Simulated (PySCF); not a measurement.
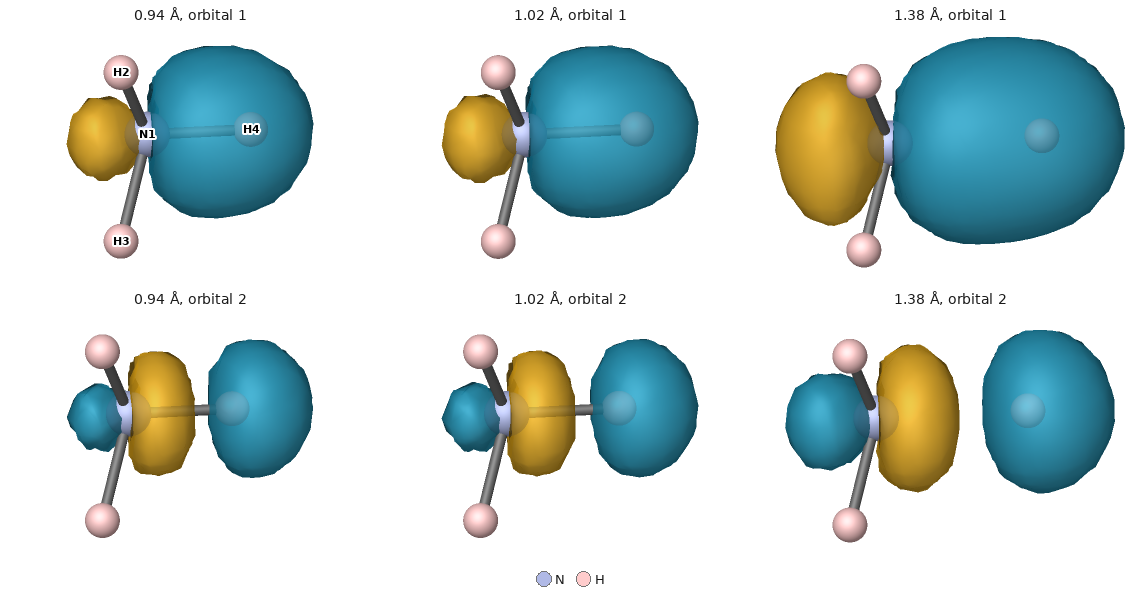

Figure. H$_{3}$N, SMILES `N`. Rigid stretch of the N1–H4 bond. The two CASSCF(2,2) natural orbitals nearest half filling (orbital 1 the more occupied).

PySCF calculation, def2-TZVP basis, gas phase; geometry: GFN2-xTB. No frequency check shows the geometry to be a minimum.

Geometry (Å), atoms numbered from 1:

```
N1       0.0000   -0.0000    0.1100
H2       0.8717   -0.3620   -0.2568
H3      -0.7495   -0.5738   -0.2567
H4      -0.1223    0.9360   -0.2567
```

Q: How do the occupations change along the stretch?

A: 0.94 Å: 1.99 and 0.01; 1.02 Å: 1.98 and 0.02; 1.38 Å: 1.93 and 0.07. At the longest distance computed (2.86 Å) they are 1.19 and 0.81, and the effective number of unpaired electrons is 1.9.

Q: Where does the UHF solution part from RHF?

A: Between 1.38 Å (⟨S²⟩ = 0, the two coincide) and 1.58 Å (⟨S²⟩ = 0.38); at 2.86 Å ⟨S²⟩ is 1.00 and UHF lies 4.5 eV below RHF.

Q: How much energy does the stretch cost?

A: By CASSCF, 4.2 eV from the lowest point of the scan (1.02 Å) to 2.86 Å; RHF gives 8.1 eV from its own lowest point. The fragments aren't relaxed and dynamic correlation is missing, so this isn't a bond dissociation energy.
